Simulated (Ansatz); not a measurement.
**GeSiH4F (SMILES F[SiH][GeH3]) at UB3LYP/def2-SVPD**

Aim: the vertical electron affinity of GeSiH4F at UB3LYP/def2-SVPD, from 2 runs. 

The results are computed with Ansatz 0.2.0.

33 further runs of the same task are left out: 33 set aside as unsound or not needed. Runs told in other sessions of the task aren't counted.

### Step 1. The structure to begin with

GeSiH4F has 7 atoms, charge 0, and is taken as a doublet. As SMILES, `F[SiH][GeH3]`. The coordinates come from a PBE0-D4/def2-TZVP relaxation.

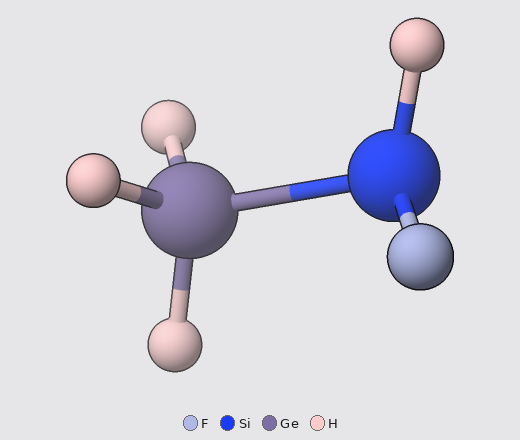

Viewed from a chosen angle; fluorine light blue, silicon blue, germanium purple, hydrogen pink.

### Step 2. A single-point energy at UB3LYP/def2-SVPD

Contents of input.yaml:

```yaml
basis:
  gaussian: {orbitals: def2-SVPD}
crystal:
  periodic: [false, false, false]
  atoms:
    - {symbol: F, position_ang: [-0.828200, -1.797600, 1.409500]}
    - {symbol: Si, position_ang: [-0.880400, -1.140500, -0.059400]}
    - {symbol: Ge, position_ang: [0.333800, 0.913400, -0.081600]}
    - {symbol: H, position_ang: [-0.325400, -2.158700, -1.001700]}
    - {symbol: H, position_ang: [0.289700, 1.465200, -1.516000]}
    - {symbol: H, position_ang: [-0.331000, 1.924700, 0.863100]}
    - {symbol: H, position_ang: [1.802700, 0.725500, 0.340400]}
magnetization: {spin_polarized: true, initial_magnetization: 1}
hamiltonian: {xc: {name: B3LYP}}
accuracy: high
output: {orbitals: {seedname: orbitals}}
```

The run is started by

```sh
$ ansatz run input.yaml --threads 1 --pin off --max-ram 3480MiB --events-out events.jsonl --progress --plain --runs-dir runs
```

The log of the run:

```text
Warning: RAYON_NUM_THREADS=1 ignored (pool sized by the plan → 1); use --threads N
Functional definition: B3LYP
  name "B3LYP"
  parameter a0 = 0.2
  parameter ax = 0.72
  parameter ac = 0.81
  exchange = (1 - a0 - ax)*slater_x + ax*b88_x + a0*exact_x
  correlation = (1 - ac)*vwn_rpa_c + ac*lyp_c
2290 factors; integrals over basis functions are off by at most 4.5e-9 eV
mean field evaluation 1: about -67166.1926 eV, gradient 2.5e1 eV
mean field evaluation 2: about -67161.9651 eV, gradient 4.6e1 eV
mean field evaluation 4: about -67168.2112 eV, gradient 1.2e0 eV
mean field evaluation 8: about -67168.2683 eV, gradient 4.2e-2 eV
mean field evaluation 16: about -67168.2684 eV, gradient 4.3e-5 eV
mean field -67168.26835175 eV, -2468.3883336394 hartree, gradient 3.7e-8 eV, S^2 0.752181; 0 other end points of the search recorded, 0 dependent functions left out
reference -67168.26839588 eV, -2468.3883352610 hartree; 30, 29 occupied and 87, 88 virtual orbitals, 2290 factors
Total energy: -67168.26839588 eV, -2468.3883352610 hartree
```

Run time: 34 s. Hardware: 1 thread of Arm Neoverse N1, shared host; peak memory 0.62 GiB.

### Step 3. The singlet anion

Contents of run.yaml:

```yaml
crystal:
  periodic: [false, false, false]
  atoms:
    - {symbol: F, position_ang: [-0.828200, -1.797600, 1.409500]}
    - {symbol: Si, position_ang: [-0.880400, -1.140500, -0.059400]}
    - {symbol: Ge, position_ang: [0.333800, 0.913400, -0.081600]}
    - {symbol: H, position_ang: [-0.325400, -2.158700, -1.001700]}
    - {symbol: H, position_ang: [0.289700, 1.465200, -1.516000]}
    - {symbol: H, position_ang: [-0.331000, 1.924700, 0.863100]}
    - {symbol: H, position_ang: [1.802700, 0.725500, 0.340400]}
basis:
  gaussian:
    orbitals: def2-SVPD
total_charge: -1
output: {orbitals: {seedname: orbitals}}
hamiltonian:
  xc: {name: B3LYP}
accuracy: high
```

The run is started by

```sh
$ ansatz run run.yaml --threads 1 --pin off --max-ram 3480MiB --events-out events.jsonl --progress --plain --runs-dir runs
```

The log of the run (excerpt; [...] marks lines left out):

```text
Warning: RAYON_NUM_THREADS=1 ignored (pool sized by the plan → 1); use --threads N
[... 7 set-up lines as earlier in the session ...]
2291 factors; integrals over basis functions are off by at most 4.5e-9 eV
mean field evaluation 1: about -67167.8684 eV, gradient 2.8e1 eV
mean field evaluation 2: about -67167.2026 eV, gradient 3.7e1 eV
mean field evaluation 4: about -67169.3211 eV, gradient 1.7e0 eV
mean field evaluation 8: about -67169.3804 eV, gradient 1.7e-1 eV
mean field evaluation 16: about -67169.3805 eV, gradient 5.4e-5 eV
mean field -67169.38052753 eV, -2468.4292053454 hartree, gradient 3.4e-8 eV, S^2 0.000000; 0 other end points of the search recorded, 0 dependent functions left out
reference -67169.38056773 eV, -2468.4292068227 hartree; 30, 30 occupied and 87, 87 virtual orbitals, 2291 factors
Total energy: -67169.38056773 eV, -2468.4292068227 hartree
```

Run time: 21 s. Hardware: 1 thread of Arm Neoverse N1, shared host; peak memory 0.44 GiB.

### Step 4. What came out

Level: UB3LYP/def2-SVPD.

```
                                                            quantity           value
                                       doublet GeSiH4F: total energy  -2468.38834 Eh
                 doublet GeSiH4F: HOMO energy (highest over α and β)        -6.02 eV
                  doublet GeSiH4F: LUMO energy (lowest over α and β)        -3.13 eV
                                               doublet GeSiH4F: ⟨S²⟩           0.752
                                         singlet anion: total energy  -2468.42921 Eh
                                          singlet anion: HOMO energy         0.89 eV
                                          singlet anion: LUMO energy         3.75 eV
singlet anion: HOMO–LUMO gap (to an unbound level, set by the basis)         2.85 eV
                   vertical electron affinity (to the singlet anion)        1.112 eV
```

In words: At fixed nuclei the extra electron is bound by 1.11 eV (26 kcal/mol). The HOMO (singlet anion) lies at positive energy, 0.89 eV, from the functional's self-interaction, a short basis or an electron that isn't bound; only total energies against the neutral tell.
